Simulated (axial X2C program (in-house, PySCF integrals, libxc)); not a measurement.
SLi⁺: relativistic diatomic calculation

- system: SLi⁺, single determinant with Ω = 1.
- method: PBE0, two-component X2C with atomic mean-field Coulomb and Gaunt terms, S dyall-v3z, Li dyall-v3z (cores contracted) (axial X2C program (in-house, PySCF integrals, libxc))

**The input**
```
{"zs": [16, 3], "q": 1, "bas": ["dyall-v3z", "dyall-v3z"], "levels": ["PBE0", "HF", "LDA", "BP86"], "cc": false, "r0": 3.706, "npts": 10, "nst": 2, "ntry": 6}
```

The line is the task of a batch: nuclear charges, charge, bases, the levels to run, a first guess of the distance and further settings. This report covers PBE0 with spin-orbit coupling. The log is that of the reference distance 2.467 Å, started from orbitals converged before.

Hardware: 1 thread of Arm Neoverse N1, 98 GiB of memory available, shared host.

Launched within a batch (the task file carries these settings):
```bash
python <driver script> task.json out
```

**The program's output**
```
two-component X2C + atomic mean field  PBE0
basis functions 87  fitting functions 469  grid points 4365
iter        total energy     max residual
   1       -406.312248167     1.32e-05
   2       -406.312248168     5.75e-06
converged
one-electron -576.97917087  Coulomb 187.71209081  exact exchange -6.69111598  xc functional -20.58957490  nuclear repulsion 10.29611112  atomic mean-field constant -0.06058833
```

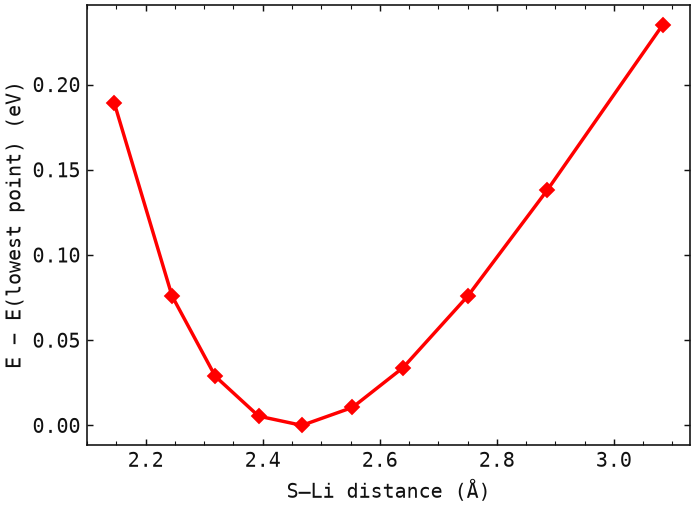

**Figure 1.** Energy at 10 bond lengths, for one set of occupations held fixed; the line joins the points. A polynomial of degree 6 through 9 points gives rₑ = 2.456 Å, ωₑ = 347.6 cm⁻¹, ωₑxₑ = 5.1 cm⁻¹ and Bₑ = 0.4858 cm⁻¹. The minimum lies 0.85 eV below S + Li⁺, each computed as one determinant at the same level.

**What the run reported**

- outcome: converged
- bond length rₑ: 2.456 Å
- ωₑ: 347.6 cm⁻¹
- energy at the minimum: −406.31225 hartree
- depth below the fragments: 0.85 eV
- wall time: 2.3 s
- peak memory: 0.22 GiB

**What is odd here**

One thing in this input was made odd on purpose: far start. The program ran to the end. Its numbers are those of the input as typed; this run alone doesn't show how far the oddity moves them.
